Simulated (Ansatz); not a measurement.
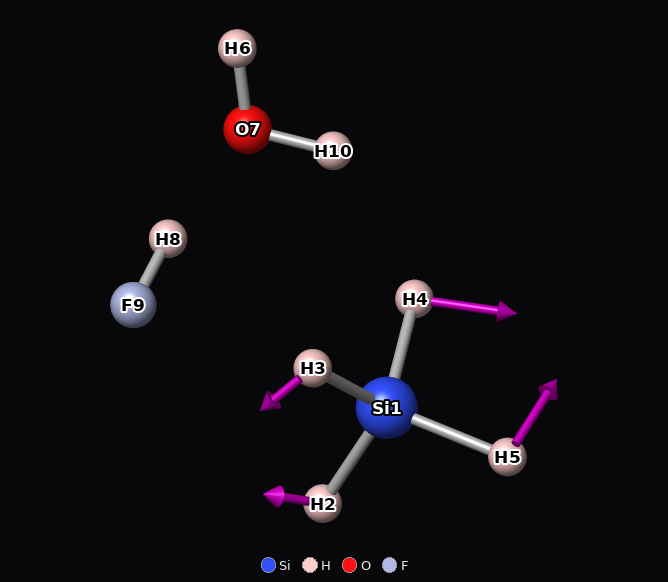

The arrows show one normal mode. Harmonic vibrations computed with RKS PBE0-D4/def2-TZVP (Ansatz 0.2.0) at a stationary point of the same level.

What kind of motion is it?

Answer. Mostly H–Si–H bending.

At what wavenumber does it lie?

Answer. 970 cm⁻¹; it is mode 16 of 24 counted from the lowest.
